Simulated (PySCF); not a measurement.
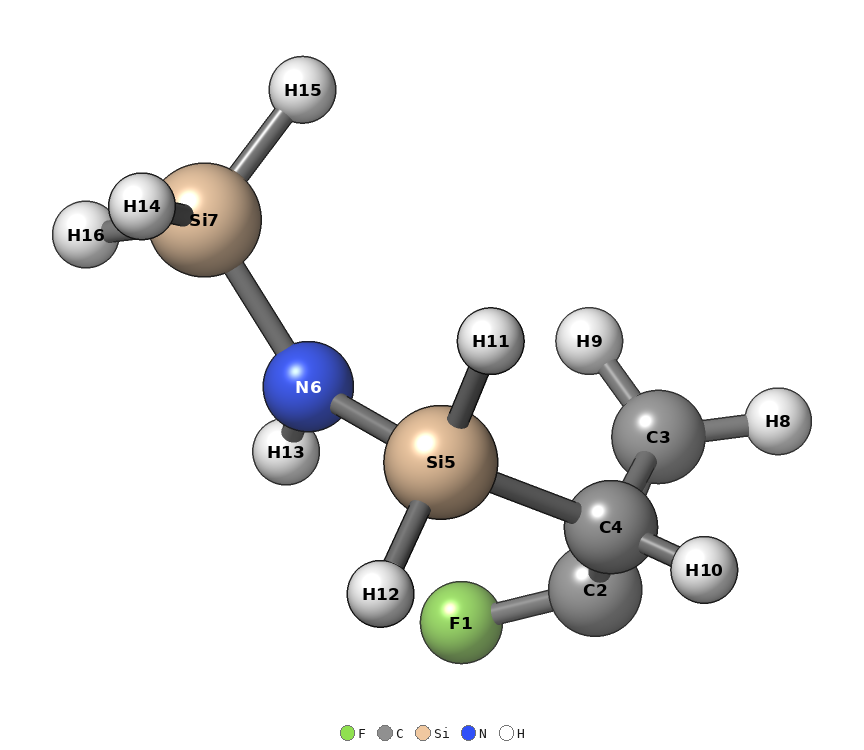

The species is neutral and a spin doublet. Computed geometry: GFN2-xTB optimisation. No frequency run is at hand to confirm it as a minimum. Properties computed with UKS B3LYP, pcH-1 on C F H N Si, non-relativistic (PySCF 2.14.0).

Give the isotropic hyperfine couplings (Fermi-contact term alone) of F1, C2, C3, C4, Si5, N6, Si7, H8, H9, H10, H11, H12, H13, H14, H15, H16.

```tsv
atom	isotope	a_iso (MHz)
F1	19F	246.3
C2	13C	483.7
C3	13C	3.6
C4	13C	−4.7
Si5	29Si	−11.5
N6	14N	1.2
Si7	29Si	−0.2
H8	1H	45.8
H9	1H	16.4
H10	1H	62.2
H11	1H	12.0
H12	1H	−1.4
H13	1H	−0.4
H14	1H	−0.1
H15	1H	0.0
H16	1H	0.3
```

The geometry is semi-empirical. Around Si such bond lengths and angles can be off by a tenth of an ångström or more and by several degrees, and values that hang on the shape move with them.
